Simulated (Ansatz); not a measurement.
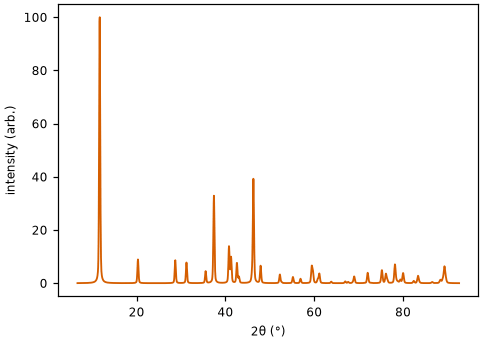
Fig. 1. Simulated powder pattern, Cu Kα, λ = 1.54184 Å

The pattern belongs to a structure relaxed with plane-wave PAW PBE+D3(BJ) (Ansatz code).

Task: Which compound is it?
A) WSe2, P6_3/mmc (W on 2c, Se on 4f)
B) CoZrSe2, P-3m1 (Se on 2d, Zr on 1a, Co on 1b)
C) MoS2, P6_3/mmc (Mo on 2b, S on 4f)
D) MoSe, P6_3/mcm (Mo on 6g, Se on 6g)

Result: D, MoSe, P6_3/mcm (Mo on 6g, Se on 6g)

The start of the workflow was typed in or built on a structure type; neither database checked (COD, Materials Project) lists it. Its standing as an ambient phase is unchecked. The cell was relaxed with PBE+D3(BJ) under the symmetry of its start; its stability against distortions is not shown here. The workflow began spin-polarised and lost its moments.

Potentials: the later of the program's two PAW sets.
